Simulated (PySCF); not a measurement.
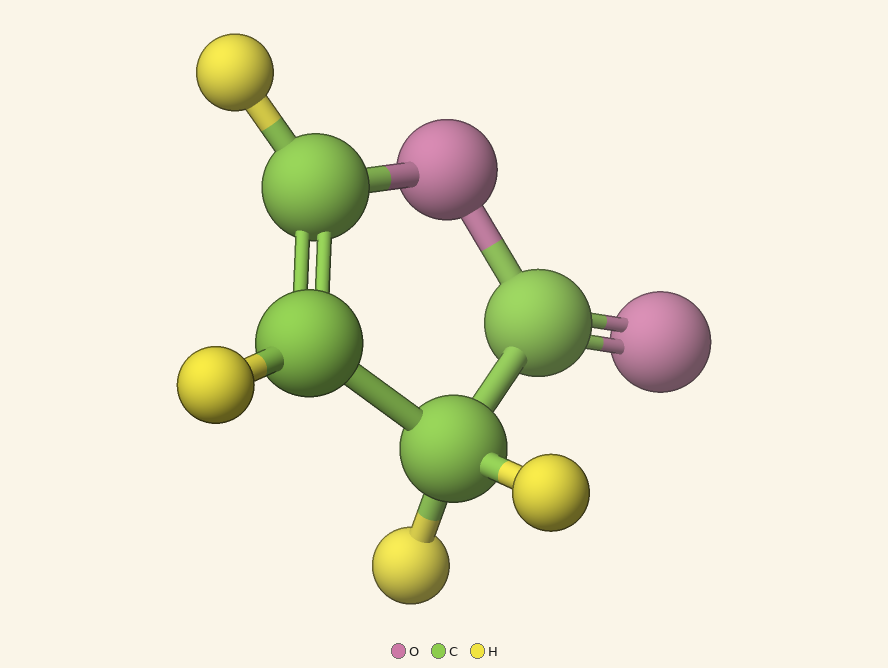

Multiple sticks mark multiple bonds (one Kekulé form).

Identify the structure.

It has 10 atoms: 4 carbon, 4 hydrogen and 2 oxygen (C4H4O2). SMILES: `O=C1CC=CO1`. Independent rings (smallest set): 1 of 5 members. Among its groups: ester, alkene. This geometry has Cs symmetry. Coordination: 3 C trigonal planar; 1 C tetrahedral; 1 O bent.

The parts below concern this one geometry. Atoms keep their numbers from picture to picture. Computed geometry: PBE0-D3(BJ)/def2-SVP optimisation. No frequency run is at hand to confirm it as a minimum.

Shape

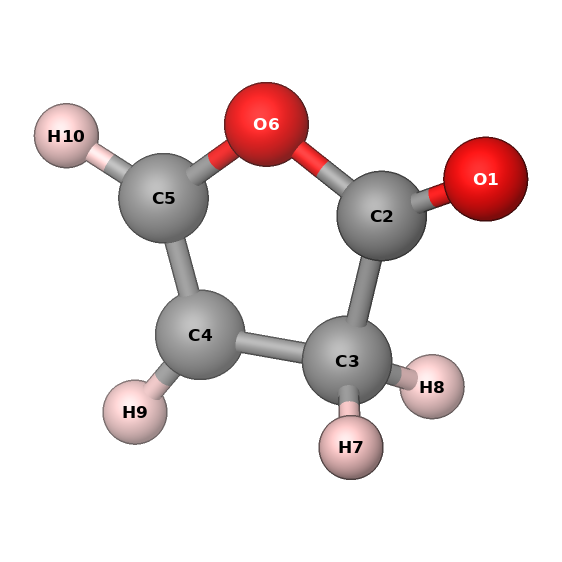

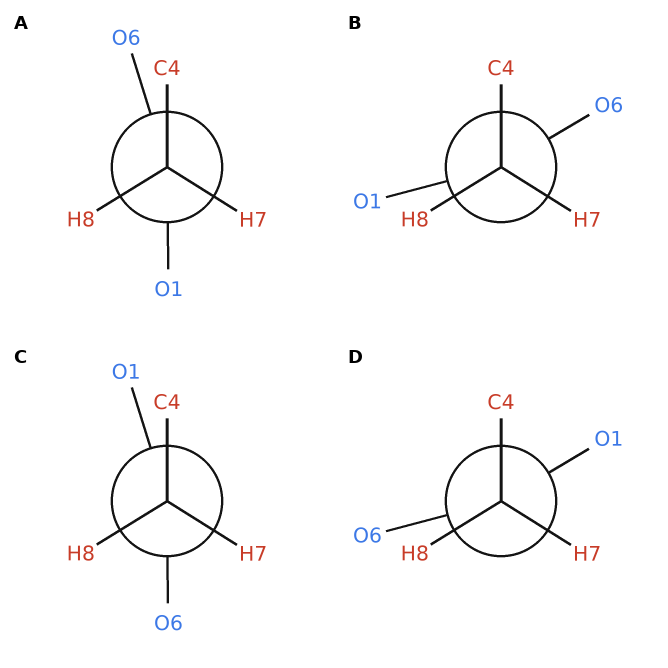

Atoms fade into the background with distance from the viewer. Bonds that would overlap in a projection are set slightly apart. No frequency run is at hand to confirm it as a minimum.

Question: Which Newman projection shows the view along C3–C2, with C3 in front?

Answer: A. The torsion angle C4–C3–C2–O6 is −1°, synperiplanar (eclipsed).

Ring current

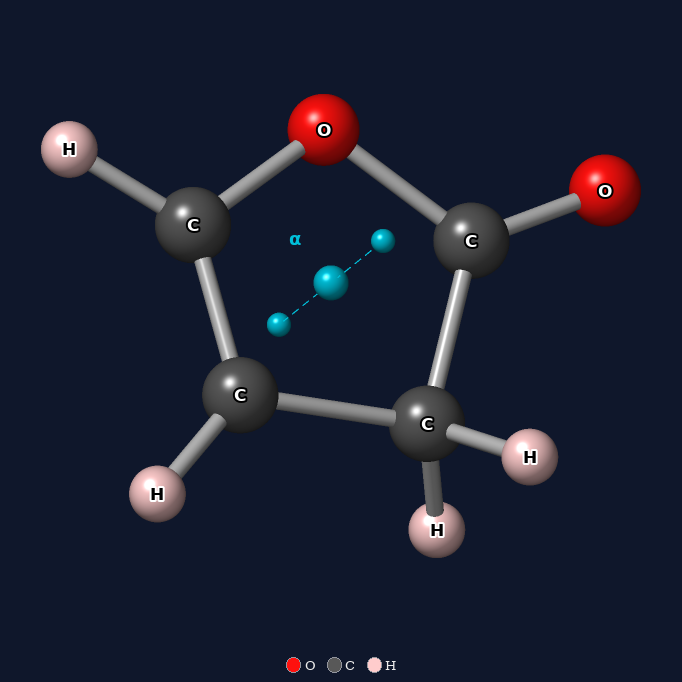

The small points mark where nucleus-independent chemical shifts (NICS) were computed: at the centre of each lettered ring and 1 Å above and below it. No frequency run is at hand to confirm it as a minimum. Method: GIAO PBE/pcSseg-2 NMR shielding, non-relativistic, gas phase (PySCF 2.14.0).

Give NICS(0), NICS(1) and the out-of-plane component NICS(1)zz for each ring (means of the two sides).

| ring | members | NICS(0) | NICS(1) | NICS(1)zz |
| --- | --- | --- | --- | --- |
| α | C4O | −1.3 | −1.8 | −4.1 |

Values in ppm.

Question: What do the values say about the ring currents?

Answer: Ring α: weak, as in a non-aromatic ring. NICS is one index among several.

NMR shielding

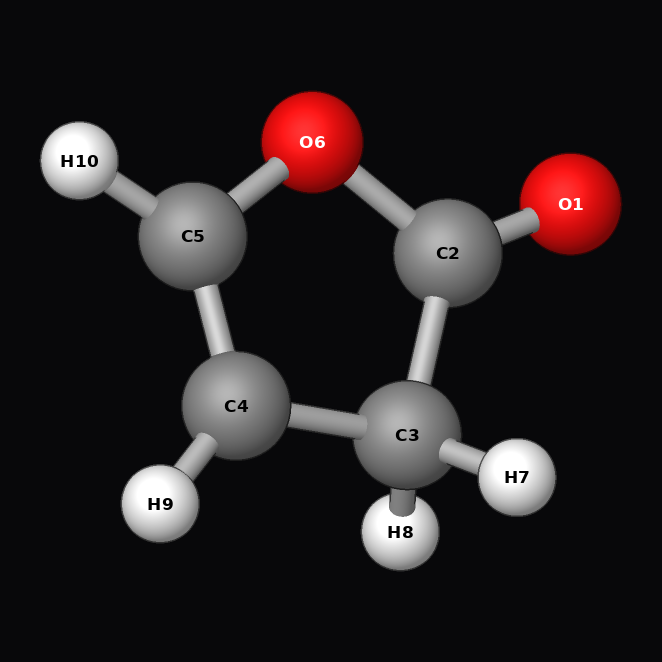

No frequency run is at hand to confirm it as a minimum. Method: GIAO PBE0/pcSseg-1 NMR shielding, non-relativistic, gas phase (PySCF 2.14.0). Principal shieldings σ11 ≤ σ22 ≤ σ33, span Ω = σ33 − σ11, skew κ = 3(σiso − σ22)/Ω.

Question: Which O atom has the most anisotropic shielding?

Answer: O1, with a span of 739 ppm.

Give the shielding tensors of the O atoms.

| atom | σ11 | σ22 | σ33 | σiso | Ω | κ |
| --- | --- | --- | --- | --- | --- | --- |
| O1 | −419.5 | −224.7 | 319.0 | −108.4 | 738.6 | 0.47 |
| O6 | −138.2 | 96.8 | 190.8 | 49.8 | 329.0 | −0.43 |

Shieldings and span in ppm.

Polarisability

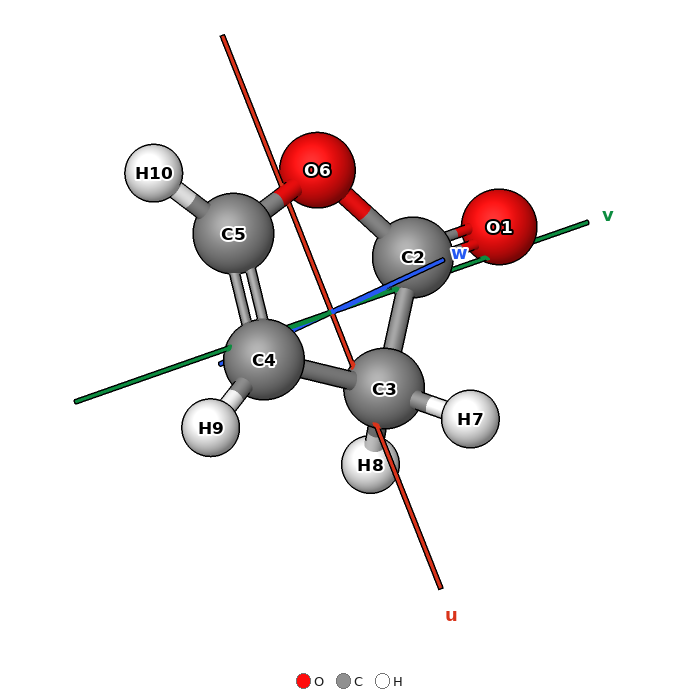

The lines u, v and w are the principal axes of the static dipole polarisability. No frequency run is at hand to confirm it as a minimum. Level of theory: CAM-B3LYP/def2-SVPD (PySCF 2.14.0).

Question: Along which axis is the molecule most polarisable, and along which least?

Answer: Most along v (nearly parallel to the O1–C2 bond), least along w.

Question: Give the three principal values.

Answer: u 55.1, v 59.3, w 35.6 bohr³; mean 50.0, anisotropy 21.9 bohr³.

Charges

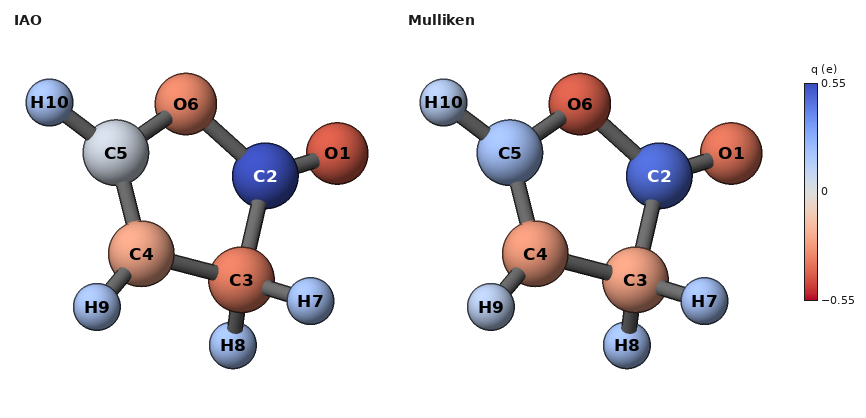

Atomic charges of one calculation by 2 schemes, on one colour scale. No frequency run is at hand to confirm it as a minimum. Level of theory: PBE0/pcSseg-1 (PySCF 2.14.0).

Question: On which atom do the schemes disagree most?

Answer: On C5 (from 0.04 to 0.19 e).

List the charges (e), one line for each set of equivalent atoms.

```
  atom    IAO  Mulliken
    O1  −0.41     −0.36
    C2   0.53      0.46
    C3  −0.33     −0.24
    C4  −0.23     −0.26
    C5   0.04      0.19
    O6  −0.31     −0.40
H7, H8   0.18      0.18
    H9   0.17      0.12
   H10   0.18      0.13
```

Mulliken values depend strongly on the basis set and can even reverse the polarity of a bond.
